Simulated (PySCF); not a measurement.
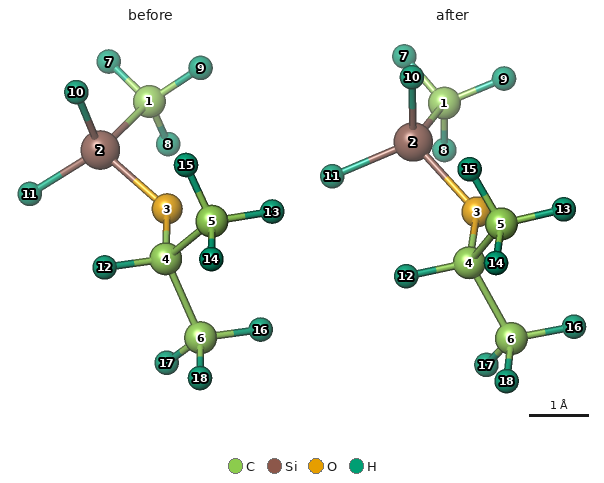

The structure of C4H12OSi before (left) and after (right) a relaxation, at one scale.

The picture is a ball-and-stick view, seen from a free direction.

The start comes from GFN2-xTB.

These are results of PBE0-D3(BJ)/def2-SVP geometry optimisation, gas phase (PySCF), not measurements. 

Summarise the run.

Answer. The largest move after the best rigid fit is that of H10, 0.63 Å. Largest moves by element: H 0.63 Å, Si 0.24 Å, C 0.22 Å, O 0.15 Å. Near-neighbour distances that change, for instance: Si2–O3 1.616 → 1.667 Å, Si2–H10 1.471 → 1.500 Å, C1–Si2 1.887 → 1.863 Å, C1–H7 1.084 → 1.101 Å. Among the angles between lasting bonds that change: Si2–O3–C4 129.6° → 125.4°, C1–Si2–O3 103.3° → 107.2°. Over 14 geometry steps the energy falls by 0.131 eV. Largest force component: 1.5 eV/Å at the start, 0.0093 eV/Å at the end. The run took of the order of 4 core-minutes on a shared host.
